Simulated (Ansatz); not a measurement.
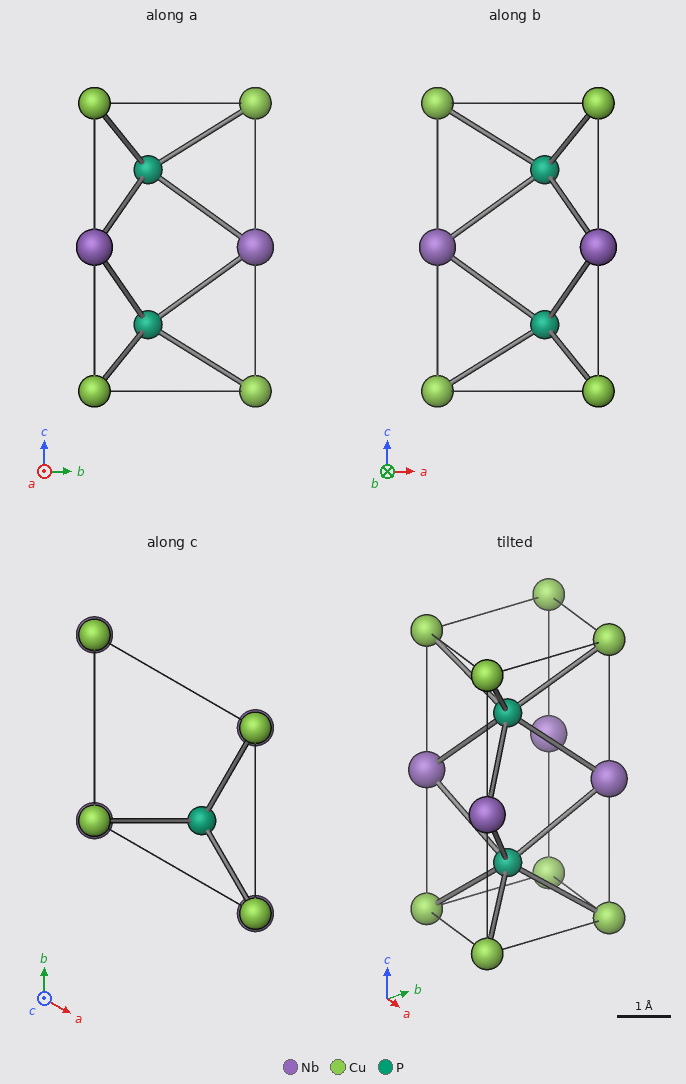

Shown here is a ball-and-stick view of the crystal, taken along the a axis, along the b axis, along the c axis and slightly off an axis. The frame is the conventional unit cell; atoms at its boundary are shown with their periodic copies.

Lattice parameters: a = 3.5702 Å, b = 3.5702 Å, c = 5.5332 Å, α = 90.000°, β = 90.000°, γ = 120.000°.

Question: Transcribe the picture into a CIF with its space group and independent sites, with free fractional coordinates to two decimals.

Answer:
```cif
data_structure
_symmetry_space_group_name_H-M 'P -6 m 2'
_symmetry_Int_Tables_number 187
_cell_length_a 3.5702
_cell_length_b 3.5702
_cell_length_c 5.5332
_cell_angle_alpha 90.000
_cell_angle_beta 90.000
_cell_angle_gamma 120.000
_cell_volume 61.08
loop_
_atom_site_label
_atom_site_type_symbol
_atom_site_symmetry_multiplicity
_atom_site_Wyckoff_symbol
_atom_site_fract_x
_atom_site_fract_y
_atom_site_fract_z
_atom_site_occupancy
Nb1 Nb 1 b 0.00 0.00 0.50 1
Cu1 Cu 1 a 0.00 0.00 0.00 1
P1 P 2 i 0.6667 0.3333 0.77 1
```

The structure comes from a structure type filled with these elements by a generator (whether the compound takes this form wasn't checked). Earlier steps of the study, as a rule a relaxation of our own, may have changed the cell and positions, so they can lie some per cent off the listed ones. Ansatz was used for an electronic-structure calculation on it.
